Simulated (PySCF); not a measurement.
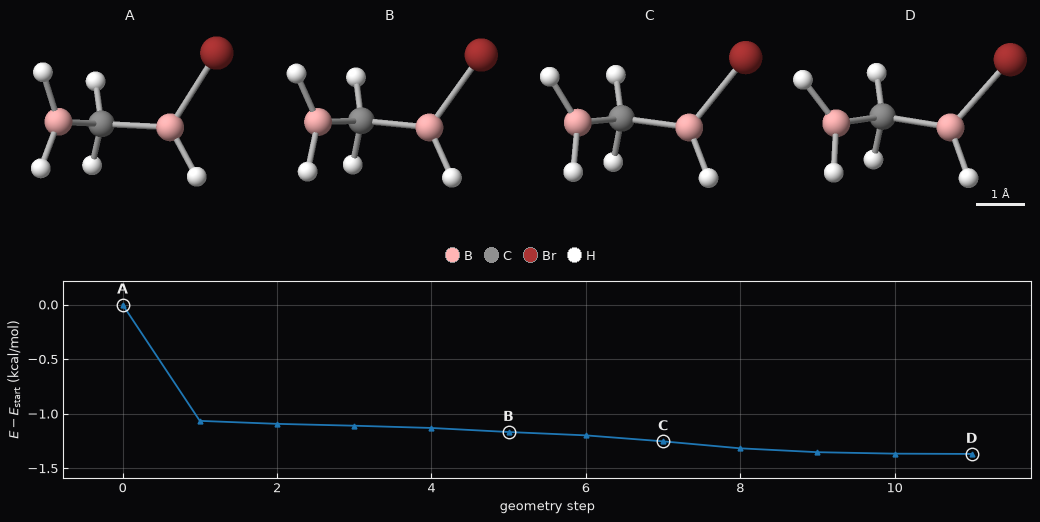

Frames of a relaxation of CH₅B₂Br, marked on the history of the run. Style: ball-and-stick. Shown at a tilt.

The start comes from GFN2-xTB. Its atoms were then displaced at random by about 0.01 Å.

The calculation used PBE0-D3(BJ)/def2-SVP geometry optimisation, gas phase in PySCF 2.14.0, density-fitted response routines. 

What happens along the run?

Answer. An H atom moves most after the best rigid fit: 0.47 Å. Largest moves by element: H 0.47 Å, Br 0.42 Å, C 0.16 Å, B 0.06 Å. Near-neighbour distances that change, for instance: C–H 1.074 → 1.110 Å, B–H 1.180 → 1.210 Å, B–C 1.544 → 1.560 Å, B–Br 1.898 → 1.910 Å. Bond angles that change, for instance: B–C–H 111.2° → 103.9°, B–C–H 109.5° → 103.4°, B–C–H 110.2° → 114.6°. Groups turn about B–C by about 20°. After 11 geometry steps the energy has fallen by 1.37 kcal/mol. From step 0 to 5: an H atom moves most (0.16 Å), energy −1.17 kcal/mol. From step 5 to 7: an H atom moves most (0.17 Å), energy −0.09 kcal/mol. From step 7 to 11: an H atom moves most (0.17 Å), energy −0.12 kcal/mol.
